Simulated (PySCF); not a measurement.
SMILES CCC[CH]CCC, doublet at its GFN2-xTB optimised geometry (Å):

```
22

C     -2.4647    -0.9471     1.1581
C     -0.9432    -0.9177     1.2095
C     -0.3484    -0.1656     0.0000
C      1.1292    -0.1656     0.0000
C      1.9336     1.0337     0.3096
C      2.3100     1.1246     1.8069
C      3.1869     2.3362     2.0905
H     -2.8071    -1.4522     0.2573
H     -2.8670     0.0639     1.1570
H     -2.8656    -1.4747     2.0209
H     -0.6157    -0.4289     2.1289
H     -0.5550    -1.9380     1.2186
H     -0.7228    -0.6634    -0.9037
H     -0.7244     0.8598     0.0000
H      1.6316    -1.1187    -0.0422
H      1.3819     1.9380     0.0406
H      2.8670     1.0161    -0.2626
H      1.3950     1.1863     2.3986
H      2.8351     0.2121     2.0959
H      2.6717     3.2541     1.8150
H      3.4367     2.3870     3.1482
H      4.1127     2.2799     1.5216
```

Method: unrestricted PBE0/def2-SVP in PySCF 2.14.0. Cells within 0.4 Å of a nucleus heavier than hydrogen are left out (blank, or x).

Map of the Laplacian of the electron density (e/bohr⁵) on the plane z = 1.5 Å:

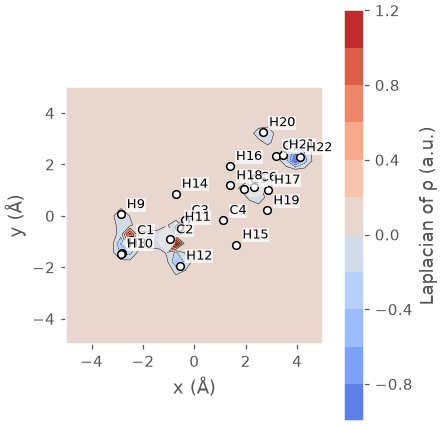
Figure: Laplacian of the electron density (e/bohr⁵) on the plane z = 1.5 Å.
